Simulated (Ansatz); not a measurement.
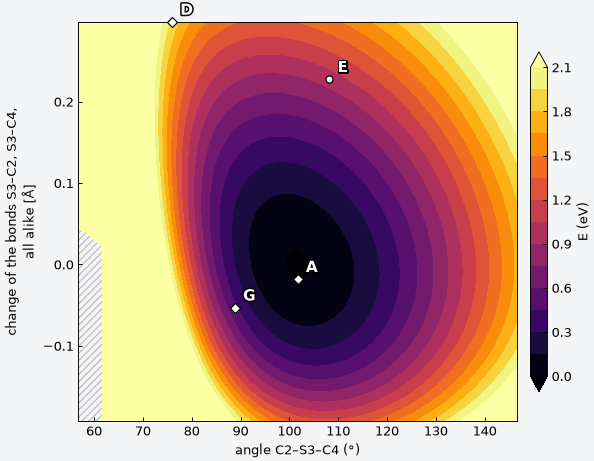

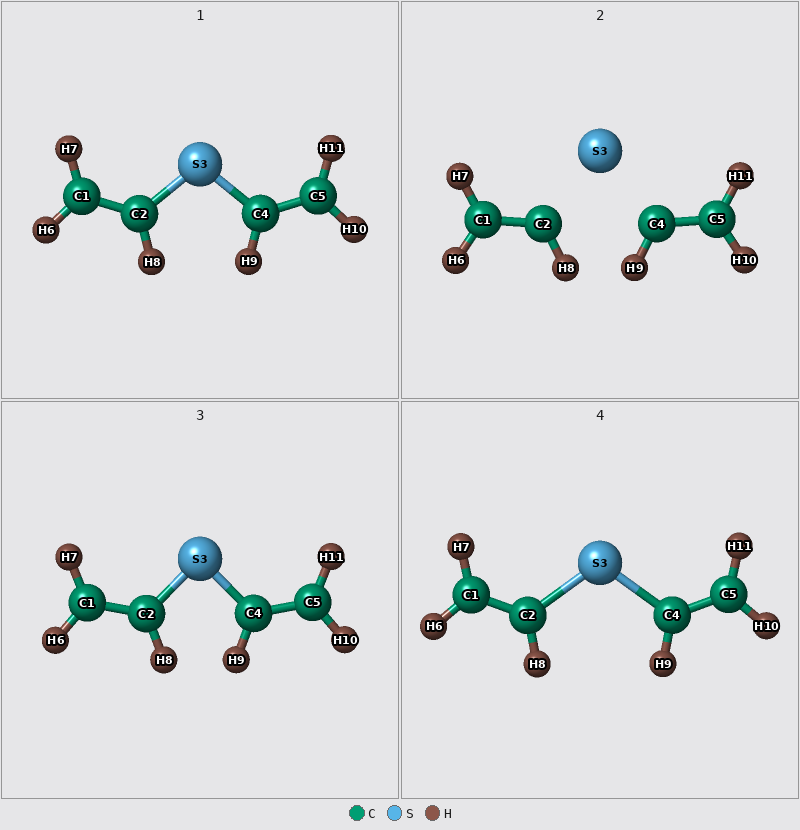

C4H6S, SMILES C=CSC=C. 
- The first coordinate is: angle C2–S3–C4; the second: change of the bonds S3–C2, S3–C4, all alike.
- Nothing is relaxed (all other coordinates rigid).
- The scan uses a 15 × 15 grid. At 7 points there is no value (left out of the scan, as a rule where atoms come close).
- Points are written as (first, second).
- Energies: eV, counted from the lowest grid point.
- The calculation used RKS PBE0-D4/def2-SVP in Ansatz 0.2.0.

In the figure: filled contours, one colour for all values above the top of the scale, hatched blanks where no value was computed, lettered points. Between grid points the surface is interpolated. The numbered pictures are the structures at these points, in random order.

Which structure belongs to which point?

A is structure 1: (101.7°, −0.018 Å), 0.0005 eV; D is structure 2: (76.0°, 0.298 Å), 1.90 eV; E is structure 4: (108.1°, 0.228 Å), 0.97 eV; G is structure 3: (88.8°, −0.053 Å), 0.48 eV.
